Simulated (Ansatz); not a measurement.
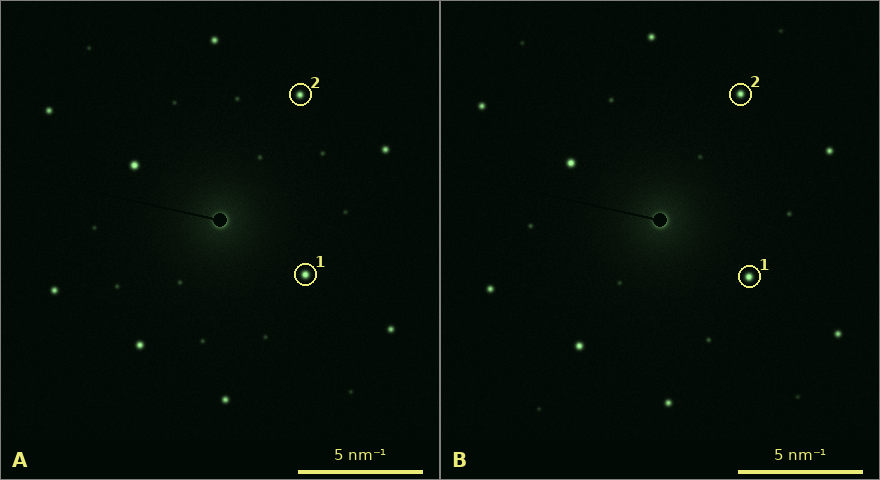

Kinematic electron diffraction patterns (200 kV, B = 0.5 Å², same scale) along [100] of the run's own cell, for the start and the end of one relaxation of TiCuH3 with Ansatz, DFT PBE, scalar-relativistic, plane waves, PAW. k mesh 12×12×12. The start is a generated model structure, and the relaxation ends in the nearest stationary point of its symmetry, not necessarily the ground state. Spot 1 is 0 -1 1 and spot 2 is 0 -2 -2 in both.

Start structure:

```
Ti Cu H
1.0
     2.34390    1.35325    3.81904
    -2.34390    1.35325    3.81904
     0.00000   -2.70650    3.81904
Ti Cu H
2 2 6
Direct
  0.75000 0.75000 0.75000
  0.25000 0.25000 0.25000
  0.50000 0.50000 0.50000
  0.00000 0.00000 0.00000
  0.22500 0.27500 0.75000
  0.27500 0.75000 0.22500
  0.77500 0.72500 0.25000
  0.25000 0.77500 0.72500
  0.72500 0.25000 0.77500
  0.75000 0.22500 0.27500
```

**Which pattern belongs to the start structure, and which to the relaxed one?**

B is the start: its cell gives d(1) = 2.344 Å, d(2) = 1.656 Å and an angle of 90.0°. A is the relaxed structure, with d(1) = 2.442 Å (+4.2 %), d(2) = 1.668 Å (+0.7 %) and 90.0°.

**What did the relaxation do to the structure and the energy?**

The volume changed by +2.8 % to 7.48 Å³ an atom; with the mean shift removed, the atoms moved by up to 0.39 Å relative to the cell (H most); the space group stayed R-3c (No. 167); the free energy fell by 61 meV an atom. Relaxed cell: a = 4.588 Å, b = 4.588 Å, c = 4.588 Å, α = 64.31°, β = 64.31°, γ = 64.31°.
